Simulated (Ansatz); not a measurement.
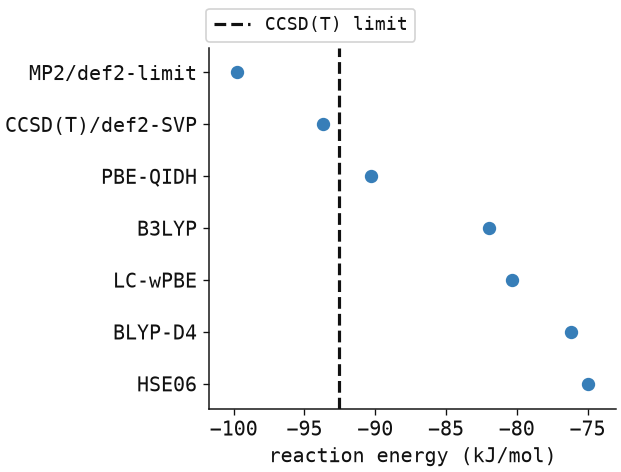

Electronic reaction energy of Si₂H₃F₃ (F[SiH2][SiH](F)F) + BNH₄ (BN) → BSiNH₄F₂ (BN[SiH](F)F) + SiH₃F (F[SiH3]) (SMILES in brackets) at several levels (functionals in def2-TZVPP unless a basis is named), isolated molecules at PBE0-D4 triple-zeta geometries, minima by their frequencies, no zero-point or thermal terms, the Ansatz code 0.2.0. The line is frozen-core CCSD(T) at the basis limit (MP2 extrapolated from triple and quadruple zeta, plus CCSD(T) less MP2 in a smaller set). PBE-QIDH holds a correlation term that converges slowly with the basis, so part of the distance to the limit is basis error. No dispersion term is added to PBE-QIDH, B3LYP, LC-wPBE and HSE06. The distance of CCSD(T)/def2-SVP to the limit includes basis error.

Q: What do zero-point energy and temperature add?

A: Zero-point change −5.0 kJ/mol; at 298.15 K and 1 bar the CCSD(T) limit plus thermal terms gives an enthalpy of reaction of −99.2 and a free energy of −96.6 kJ/mol (harmonic PBE0-D4 modes, ideal gas).

Q: What range do the values span, the line included?

A: From −99.8 kJ/mol (MP2/def2-limit) to −74.9 kJ/mol (HSE06).

Caveats: one conformer of each flexible molecule.
